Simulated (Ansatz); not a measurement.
# One shape, several levels: doublet [Si2H4OF2]+

Aim: a comparison of 6 runs (UHF/3-21G, UHF/def2-SVP, UB3LYP/6-31G*, UBLYP/def2-SVP, USVWN5/def2-SVP, UMP2/def2-SVP) of doublet [Si2H4OF2]+. 

The calculation is run with Ansatz 0.2.0.

57 further runs of the same task are left out: 57 set aside as unsound or not needed.

## Step 1: The molecule

The species is [Si2H4OF2]+ (9 atoms), meant as a doublet with charge +1. SMILES of the parent species: `O[SiH](F)[SiH2]F`. Geometry: relaxed at PBE0-D4/def2-TZVP. This is one conformer, not always the lowest. That shape belongs to the parent species and isn't relaxed for this state.

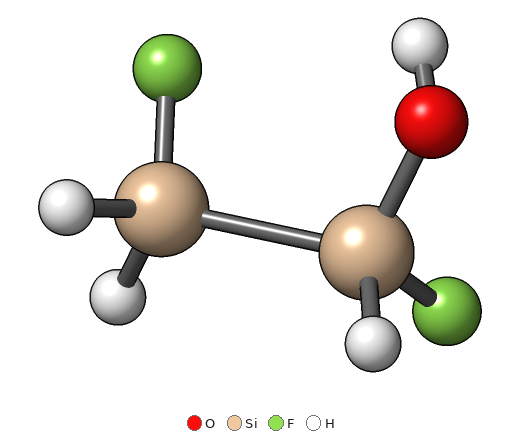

The structure, seen from a chosen angle (oxygen red, silicon light orange, fluorine green, hydrogen white).

## Step 2: The energy at UHF/3-21G (run 1)

Input file in.yaml:

```yaml
crystal:
  periodic: [false, false, false]
  atoms:
    - symbol: O
      position_ang: [0.844300, 1.766700, -0.485000]
    - symbol: Si
      position_ang: [0.969400, 0.137800, -0.453100]
    - symbol: F
      position_ang: [0.986700, -0.459700, -1.938500]
    - symbol: Si
      position_ang: [-0.894000, -0.772400, 0.668300]
    - symbol: F
      position_ang: [-2.133900, 0.202600, 0.333800]
    - symbol: H
      position_ang: [-0.014200, 2.154900, -0.665100]
    - symbol: H
      position_ang: [2.284600, -0.163900, 0.153800]
    - symbol: H
      position_ang: [-1.253000, -2.143900, 0.226600]
    - symbol: H
      position_ang: [-0.701500, -0.768300, 2.142300]
basis:
  gaussian: {orbitals: 3-21G.json}
total_charge: 1
magnetization: {spin_polarized: true, initial_magnetization: 1}
hamiltonian: {xc: hf}
accuracy: high
output: {orbitals: {seedname: orbitals}}
```

The basis set 3-21G is read from a file made from the Basis Set Exchange's data (not shown).

Launch:

```console
$ ansatz run in.yaml --threads 1 --pin off --max-ram 2610MiB --events-out events.jsonl --progress --plain --runs-dir runs
```

The program printed:

```text
Warning: RAYON_NUM_THREADS=1 ignored (pool sized by the plan → 1); use --threads N
Functional definition: HF
  name "HF"
  exchange = exact_x
  correlation = 0
1361 factors; integrals over basis functions are off by at most 7.8e-9 eV
mean field evaluation 1: about -23098.4093 eV, gradient 4.5e1 eV
mean field evaluation 2: about -23098.4130 eV, gradient 4.5e1 eV
mean field evaluation 4: about -23105.6161 eV, gradient 2.1e0 eV
mean field evaluation 8: about -23105.6837 eV, gradient 3.7e-1 eV
mean field evaluation 16: about -23105.7010 eV, gradient 5.2e-3 eV
mean field evaluation 32: about -23098.8091 eV, gradient 4.4e1 eV
mean field evaluation 64: about -23102.1144 eV, gradient 1.7e1 eV
mean field evaluation 96: about -23104.7620 eV, gradient 3.6e0 eV
mean field evaluation 128: about -23105.7010 eV, gradient 2.9e-4 eV
mean field -23105.70104532 eV, -849.1188518087 hartree, gradient 2.7e-8 eV, S^2 0.776012; 2 other end points of the search recorded, 0 dependent functions left out
reference -23105.70104532 eV, -849.1188518087 hartree; 29, 28 occupied and 32, 33 virtual orbitals, 1361 factors
Total energy: -23105.70104532 eV, -849.1188518087 hartree
```

It took 5.4 s on 1 thread of Arm Neoverse V2, shared host; peak memory 0.2 GiB.

## Step 3: The energy at UHF/def2-SVP (run 2)

Input file input.yaml:

```yaml
basis:
  gaussian: {orbitals: def2-SVP}
crystal:
  periodic: [false, false, false]
  atoms:
    - symbol: O
      position_ang: [0.844300, 1.766700, -0.485000]
    - symbol: Si
      position_ang: [0.969400, 0.137800, -0.453100]
    - symbol: F
      position_ang: [0.986700, -0.459700, -1.938500]
    - symbol: Si
      position_ang: [-0.894000, -0.772400, 0.668300]
    - symbol: F
      position_ang: [-2.133900, 0.202600, 0.333800]
    - symbol: H
      position_ang: [-0.014200, 2.154900, -0.665100]
    - symbol: H
      position_ang: [2.284600, -0.163900, 0.153800]
    - symbol: H
      position_ang: [-1.253000, -2.143900, 0.226600]
    - symbol: H
      position_ang: [-0.701500, -0.768300, 2.142300]
magnetization: {spin_polarized: true, initial_magnetization: 1}
total_charge: 1
output: {orbitals: {seedname: orbitals}}
accuracy: high
hamiltonian: {xc: hf}
```

Launch:

```console
$ ansatz run input.yaml --threads 1 --pin off --max-ram 2610MiB --events-out events.jsonl --progress --plain --runs-dir runs
```

The program printed:

```text
Warning: RAYON_NUM_THREADS=1 ignored (pool sized by the plan → 1); use --threads N
Functional definition: HF
  name "HF"
  exchange = exact_x
  correlation = 0
2049 factors; integrals over basis functions are off by at most 5.5e-9 eV
mean field evaluation 1: about -23210.8406 eV, gradient 4.7e1 eV
mean field evaluation 2: about -23210.9316 eV, gradient 4.7e1 eV
mean field evaluation 4: about -23219.4060 eV, gradient 2.8e0 eV
mean field evaluation 8: about -23219.5362 eV, gradient 2.1e-1 eV
mean field evaluation 16: about -23219.5382 eV, gradient 1.3e-6 eV
mean field evaluation 32: about -23218.3068 eV, gradient 3.3e0 eV
mean field -23219.53823270 eV, -853.3022912834 hartree, gradient 4.1e-8 eV, S^2 0.767368; 0 other end points of the search recorded, 0 dependent functions left out
reference -23219.53823270 eV, -853.3022912834 hartree; 29, 28 occupied and 69, 70 virtual orbitals, 2049 factors
Total energy: -23219.53823270 eV, -853.3022912834 hartree
```

Wall time 7.2 s (1 thread of Arm Neoverse V2, shared host); peak memory 0.39 GiB.

Run 3 isn't shown in full; the table further down has it.

## Step 4: A single-point energy at UBLYP/def2-SVP (run 4)

Input file job.yaml:

```yaml
crystal:
  periodic: [false, false, false]
  atoms:
    - {symbol: O, position_ang: [0.844300, 1.766700, -0.485000]}
    - {symbol: Si, position_ang: [0.969400, 0.137800, -0.453100]}
    - {symbol: F, position_ang: [0.986700, -0.459700, -1.938500]}
    - {symbol: Si, position_ang: [-0.894000, -0.772400, 0.668300]}
    - {symbol: F, position_ang: [-2.133900, 0.202600, 0.333800]}
    - {symbol: H, position_ang: [-0.014200, 2.154900, -0.665100]}
    - {symbol: H, position_ang: [2.284600, -0.163900, 0.153800]}
    - {symbol: H, position_ang: [-1.253000, -2.143900, 0.226600]}
    - {symbol: H, position_ang: [-0.701500, -0.768300, 2.142300]}
basis:
  gaussian: {orbitals: def2-SVP}
total_charge: 1
magnetization: {spin_polarized: true, initial_magnetization: 1}
hamiltonian: {xc: {name: BLYP}}
accuracy: high
output: {orbitals: {seedname: orbitals}}
```

Launch:

```console
$ ansatz run job.yaml --threads 1 --pin off --max-ram 2610MiB --events-out events.jsonl --progress --plain --runs-dir runs
```

The program printed:

```text
Warning: RAYON_NUM_THREADS=1 ignored (pool sized by the plan → 1); use --threads N
Functional definition: BLYP
  name "BLYP"
  parameter beta = 0.0042
  parameter a = 0.04918
  parameter b = 0.132
  parameter c = 0.2533
  parameter d = 0.349
  exchange = b88_x(beta = beta)
  correlation = lyp_c(a = a, b = b, c = c, d = d)
2049 factors; integrals over basis functions are off by at most 5.5e-9 eV
mean field evaluation 1: about -23263.9288 eV, gradient 7.6e1 eV
mean field evaluation 2: about -23068.2389 eV, gradient 2.1e2 eV
mean field evaluation 4: about -23271.0859 eV, gradient 4.6e1 eV
mean field evaluation 8: about -23283.1549 eV, gradient 6.4e-1 eV
mean field evaluation 16: about -23283.1517 eV, gradient 1.3e-3 eV
mean field evaluation 32: about -23281.2315 eV, gradient 7.9e0 eV
mean field -23283.15174984 eV, -855.6400449195 hartree, gradient 2.0e-8 eV, S^2 0.751798; 3 other end points of the search recorded, 0 dependent functions left out
reference -23283.15180669 eV, -855.6400470086 hartree; 29, 28 occupied and 69, 70 virtual orbitals, 2049 factors
Total energy: -23283.15180669 eV, -855.6400470086 hartree
```

Run time: 18 s. Hardware: 1 thread of Arm Neoverse V2, shared host; peak memory 0.32 GiB.

Run 5 isn't shown in full; the table further down has it.

## Step 5: The energy at UMP2/def2-SVP (run 6)

Input file molecule.yaml:

```yaml
crystal:
  periodic: [false, false, false]
  atoms:
    - {symbol: O, position_ang: [0.844300, 1.766700, -0.485000]}
    - {symbol: Si, position_ang: [0.969400, 0.137800, -0.453100]}
    - {symbol: F, position_ang: [0.986700, -0.459700, -1.938500]}
    - {symbol: Si, position_ang: [-0.894000, -0.772400, 0.668300]}
    - {symbol: F, position_ang: [-2.133900, 0.202600, 0.333800]}
    - {symbol: H, position_ang: [-0.014200, 2.154900, -0.665100]}
    - {symbol: H, position_ang: [2.284600, -0.163900, 0.153800]}
    - {symbol: H, position_ang: [-1.253000, -2.143900, 0.226600]}
    - {symbol: H, position_ang: [-0.701500, -0.768300, 2.142300]}
basis:
  gaussian:
    orbitals: def2-SVP
total_charge: 1
magnetization:
  spin_polarized: true
  initial_magnetization: 1
accuracy: high
correlation:
  method: mp2
  frozen_orbitals: {F: 1, H: 0, O: 1, Si: 5}
```

Launch:

```console
$ ansatz run molecule.yaml --threads 1 --pin off --max-ram 2610MiB --events-out events.jsonl --progress --plain --runs-dir runs
```

The program printed:

```text
Warning: RAYON_NUM_THREADS=1 ignored (pool sized by the plan → 1); use --threads N
Functional definition: HF
  name "HF"
  exchange = exact_x
  correlation = 0
2049 factors; integrals over basis functions are off by at most 5.5e-9 eV
mean field evaluation 1: about -23210.8406 eV, gradient 4.7e1 eV
mean field evaluation 2: about -23210.9316 eV, gradient 4.7e1 eV
mean field evaluation 4: about -23219.4060 eV, gradient 2.8e0 eV
mean field evaluation 8: about -23219.5362 eV, gradient 2.1e-1 eV
mean field evaluation 16: about -23219.5382 eV, gradient 1.3e-6 eV
mean field evaluation 32: about -23219.2720 eV, gradient 2.3e0 eV
mean field -23219.53823270 eV, -853.3022912834 hartree, gradient 4.1e-8 eV, S^2 0.767368; 2 other end points of the search recorded, 0 dependent functions left out
13 core orbitals not correlated: weight in the atoms' cores, before any rotation towards them, 1.000 or more for the frozen orbitals, at most 0.000 for the correlated occupied ones
reference -23219.53823270 eV, -853.3022912834 hartree; 16, 15 occupied and 69, 70 virtual orbitals, 2049 factors
second order -20.20948806 eV of doubles, -0.00000000 eV of singles
Total energy: -23239.74772076 eV, -854.0449762713 hartree
```

It took 8.4 s on 1 thread of Arm Neoverse V2, shared host; peak memory 0.42 GiB.

## Step 6: The series

| run | level | frozen core orbitals | energy (Eh) | HOMO energy (eV) | LUMO energy (eV) | ⟨S²⟩ | wall time |
| --- | --- | --- | --- | --- | --- | --- | --- |
| 1 | UHF/3-21G | – | -849.118852 | -18.59 | -9.79 | 0.776 | 5.4 s |
| 2 | UHF/def2-SVP | – | -853.302291 | -19.23 | -9.40 | 0.767 | 7.2 s |
| 3 | UB3LYP/6-31G* (spherical functions) | – | -856.061882 | -14.99 | -12.62 | 0.754 | 21 s |
| 4 | UBLYP/def2-SVP | – | -855.640047 | -13.57 | -12.81 | 0.752 | 18 s |
| 5 | USVWN5/def2-SVP | – | -851.541750 | -13.70 | -13.09 | 0.751 | 9 s |
| 6 | UMP2/def2-SVP | 13 | -854.044976 | – | – | 0.767 | 8.4 s |

## Step 7: Summary of results

| quantity | value |
| --- | --- |
| run 6: total energy | -854.04498 Eh |
| run 6: correlation energy (13 core orbitals frozen) | -742.7 mEh |
| run 6: ⟨S²⟩ of the reference determinant | 0.767 |

What this shows: Totals of different functionals can't be ranked against each other. All runs together took 69 s, the longest 21 s.
